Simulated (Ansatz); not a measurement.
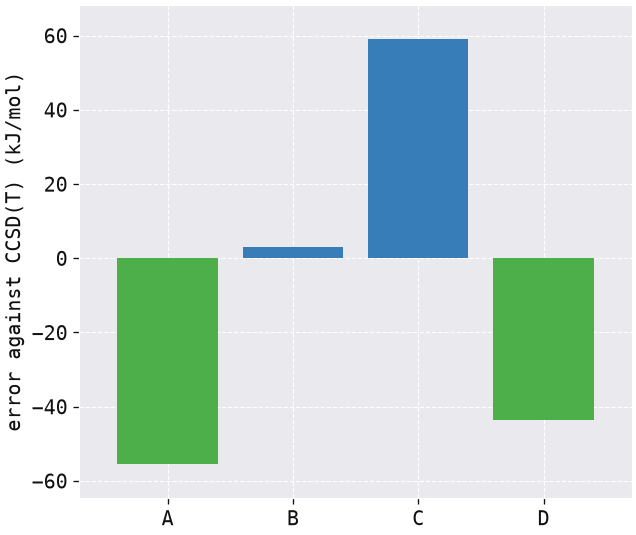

Error in the electronic atomisation energy (method less reference, so positive means overbinding) of C₃H₉FSi, SMILES C[SiH2]CCF: functionals in def2-TZVPP against frozen-core CCSD(T) at the limit (MP2 extrapolated from triple and quadruple zeta, plus CCSD(T) less MP2 in a smaller set), which gives 5162.7 kJ/mol, at a PBE0-D4/def2-TZVP geometry (a minimum by its frequencies), no zero-point or spin-orbit term, the Ansatz code 0.2.0. The reference leaves out core correlation, a term that grows with the number of heavy atoms. B2PLYP holds a correlation term that converges slowly with the basis, so part of the distance to the limit is basis error. No dispersion term is added to B2PLYP.

### The letters stand for B2PLYP, PBE-D4, PBE0-D4 and r2SCAN0-D4. Which is which?

A: B2PLYP (−55.5 kJ/mol); B: PBE0-D4 (3.1 kJ/mol); C: PBE-D4 (59.1 kJ/mol); D: r2SCAN0-D4 (−43.6 kJ/mol).

Limits of at least one run: one conformer of a flexible molecule.
